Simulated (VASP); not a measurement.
Band structure of FeGe (space group P6/mmm). Method: r2SCAN meta-GGA, VASP's PBE PAW potentials (set 64) (plane waves; VASP).

The run has a spin-polarised start.

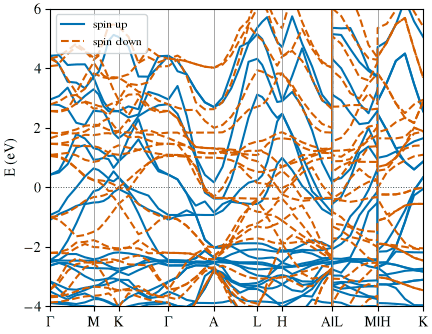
*Bands along high-symmetry lines, zero at the valence-band maximum or, without a gap, the Fermi level*

### Question
Read the plot: is there a gap, and where are the band edges?

### Answer
It has no gap at this level: it comes out as a metal or semimetal.

The structure comes from a computed database's FeGe entry (P6/mmm); how it stands against other phases isn't given here. It was relaxed first.
